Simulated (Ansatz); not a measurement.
H₅HfNO₃···HF

The calculation's input:

```
crystal:
  periodic: [false, false, false]
  atoms:
    - { symbol: Hf, position_ang: [0.0, 0.0, 0.0] }
    - { symbol: O, position_ang: [0.0, 0.0, 2.42] }
    - { symbol: H, position_ang: [-0.9095, -0.2814, 2.7571] }
    - { symbol: O, position_ang: [1.952, 0.0, -0.6893] }
    - { symbol: H, position_ang: [2.2684, -0.9521, -0.806] }
    - { symbol: "N", position_ang: [-1.0409, 1.8034, -0.7359] }
    - { symbol: H, position_ang: [-2.061, 1.7482, -1.0186] }
    - { symbol: H, position_ang: [-0.5204, 2.7241, -0.8065] }
    - { symbol: O, position_ang: [-0.975, -1.6891, -0.6893] }
    - { symbol: H, position_ang: [-1.4296, -2.1548, 0.0831] }
    - { symbol: F, position_ang: [1.1957, 1.8033, 0.7189] }
    - { symbol: H, position_ang: [0.7737, 1.1668, 1.8915] }
basis:
  gaussian: { orbitals: def2-SVP }
hamiltonian:
  xc: pbe
  dispersion: d4
relax:
  f_tol: 0.15
  max_steps: 25
  restrain:
    - { distance: [0, 10], at: 3.18, k: 30.0 }
    - { distance: [11, 1], at: 2.21, k: 30.0 }
    - { distance: [0, 1], at: 2.07, k: 30.0 }
    - { distance: [11, 10], at: 0.92, k: 30.0 }
output:
  orbitals: {}
```

Run with:

```sh
ansatz run input.yaml --threads 4 --pin off --max-ram 5120MiB --backend cpu --events-out ev --progress --plain --runs-dir out
```

The fields are those of the run's last geometry, not of the input's.

Core potentials replace the inner electrons of Hf; not at a stationary point (largest force 0.8 eV/Å).

Computed with RKS PBE-D4/def2-SVP in Ansatz 0.2.0.

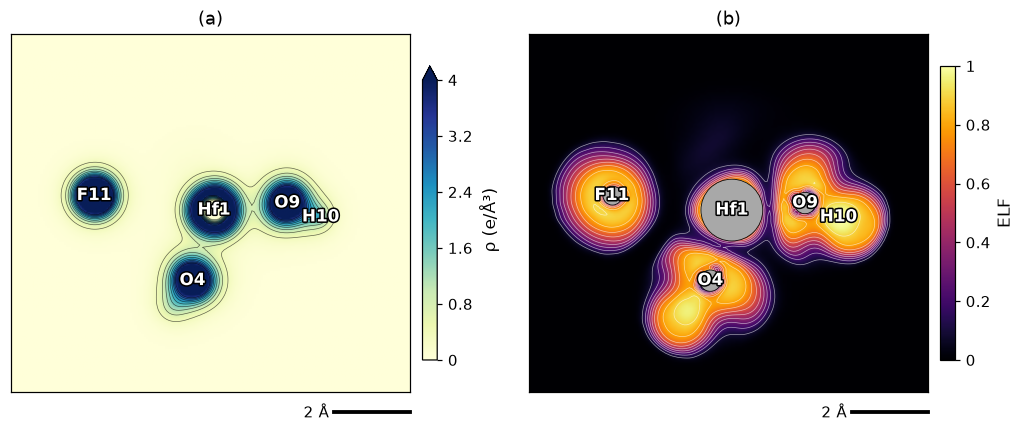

Figure 1. (a) electron density; (b) electron localisation function on the plane of atoms O4, Hf1 and O9. Grey discs cover the atomic cores in the ELF map.

Describe what can be read from this map.

Answer.
- The section cuts through Hf, O, H and F sites.
- Hf1···F11 (3.18 Å): the density falls to about 0.04 e/Å³ on the way; the ELF dips to about 0 between them.
- Hf–O (1.94 Å): ρ is about 0.83 e/Å³ halfway; the ELF peaks at about 0.85 in the valence shell of O, 0.5 Å from its nucleus, and drops to about 0.20 between the two atoms.
- O–H (0.97 Å): ρ is about 3.6 e/Å³ halfway; the ELF climbs to about 1 towards the hydrogen, as it does in any bond to H: a covalent bond by its length.
- The ELF also peaks beside F11, away from the bonds: lone-pair regions.

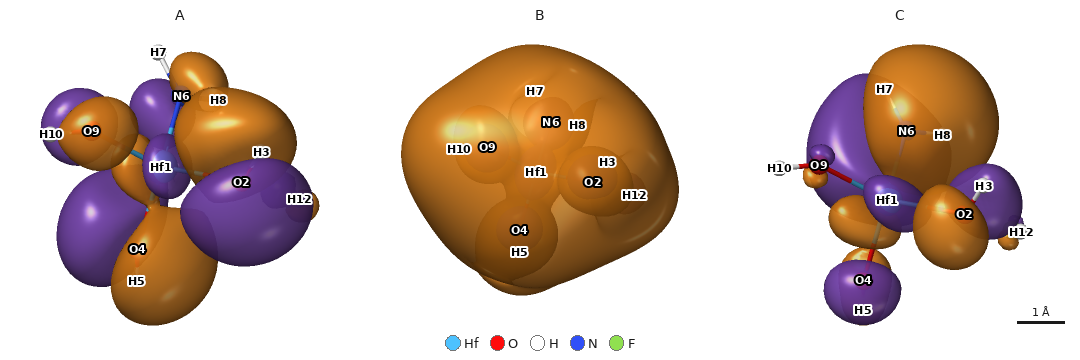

Figure 2. Three frontier orbitals at ±0.04 Å⁻³ᐟ² (orange and purple are the two phases), in no order.

Which picture is the HOMO−1, the HOMO and the LUMO?

Answer. A is the HOMO−1 (−6.70 eV). It lies mainly on O2 (about 50 %), O4 (about 35 %) and Hf1 (about 10 %); largely a combination of lone pairs on O2 and O4. C is the HOMO (−5.45 eV). Its weight (Hirshfeld) is mainly on N6 (about 70 %) and Hf1 (about 15 %); largely a lone pair of N6. B is the LUMO (−0.64 eV). It lies mainly on Hf1 (about 45 %), H3 (about 10 %), H10 (about 5 %), O2 (about 5 %) and O9 (about 5 %).

What is the HOMO–LUMO gap?

Answer. 4.81 eV between the orbital energies.

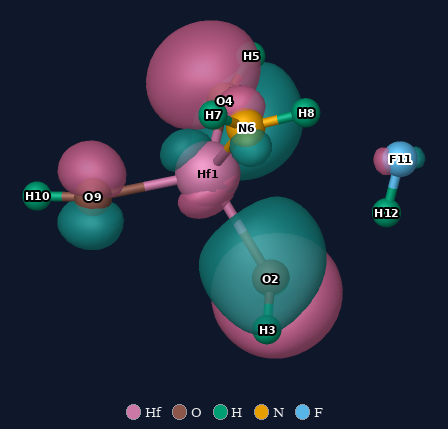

Figure 3. The HOMO−1 at ±0.08 Å⁻³ᐟ² (teal and pink are the two phases), seen from one side.

Where does this orbital lie, and at what energy?

Answer. Its weight (Hirshfeld) is mainly on O2 (about 50 %), O4 (about 35 %) and Hf1 (about 10 %); largely a combination of lone pairs on O2 and O4. Its energy is −6.70 eV.
